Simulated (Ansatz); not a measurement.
## Fields on a plane of MgCrF6 (space group R-3)

```xyz
8
Lattice="2.5117 1.4501 4.4001 -2.5117 1.4501 4.4001 0.0000 -2.9003 4.4001" Properties=species:S:1:pos:R:3 pbc="T T T"
Mg     0.0000     0.0000     6.6002
Cr     0.0000     0.0000     0.0000
F     -1.5949    -0.2810     7.7430
F      1.5949     0.2810     5.4573
F      0.5541     1.5218     7.7430
F     -0.5541    -1.5218     5.4573
F      1.0408    -1.2407     7.7430
F     -1.0408     1.2407     5.4573
```

The slice is a (0001) plane (indices of the conventional cell) through the point (0.763, 0.128, 0.349) (fractional), spanned by u = [1 0 -1] and v = [-1 2 -1] in vectors of this cell: u (5.02 Å) and v (8.70 Å, at 90° to u). It covers one period; positions are fractions (u, v).

Atoms on it: F at (0.00, 0.00); F at (0.50, 0.50); F at (0.48, 0.11); F at (0.98, 0.61); F at (0.40, 0.82); F at (0.90, 0.32).

The numbers are results of r2SCAN (plane waves to 500 eV, PAW, scalar-relativistic; Ansatz, a program for electronic structure), not measurements. k mesh 8×8×8. Inside the PAW spheres the values are not all-electron values, and peaks at nuclei hang on which shells count as valence. MgCrF6 is run spin-polarised and with no Hubbard U. MgCrF6 was relaxed with its symmetry unable to fall. Relaxed MgCrF6 ends ferromagnetic. Other magnetic orders were not checked, so this need not be the ground state.

```
|xxx00002578887xx|
|xx3100025789997x|
|76531xxx57999998|
|98754xxxx7999999|
|9876xxxxx7999999|
|98775xxxx8999999|
|98765xxxx8999999|
|7765333468999997|
|xx432124678898xx|
|xx321024678876xx|
|xxx32124567665xx|
|xx54433xxx4432xx|
|xx6665xxxxx1000x|
|467776xxxxx00001|
|578887xxxxx00002|
|5789997xxx310002|
|5799999876531xxx|
|x799999998754xxx|
|x79999999876xxxx|
|x899999998775xxx|
|x899999998765xxx|
|6899999777653334|
|678898xxxx432124|
|678876xxxx321024|
|567665xxxxx32124|
|xx4432xxxx54433x|
|xxx1000xxx6665xx|
|xxx00001467776xx|
```
Scale: ten equal steps from 0.00 (start of '0') to 8.06 (end of '9'), in the order '0123456789'. Values: electrostatic potential energy of an electron, from the cell's mean, in eV. The map has 16 points along u (one character each, u = 0 at the left) and 28 along v (v = 0 in the bottom row). Points within 0.8 Å of a nucleus are blanked (x), as the pseudised field means little there. Values under 0 eV are set to 0. The zero, the cell's mean, hangs on the PAW cores.

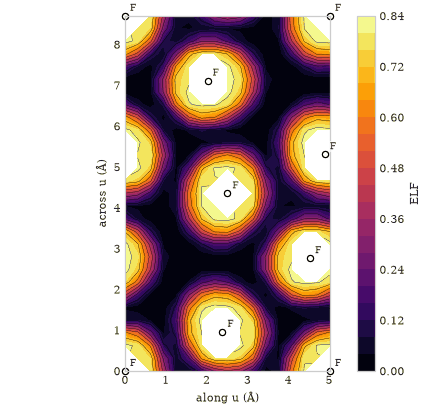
Figure: Electron localisation function (ELF), one period of the plane, atoms marked. Points within 0.4 Å of a nucleus are left white, as the pseudised field means little there.
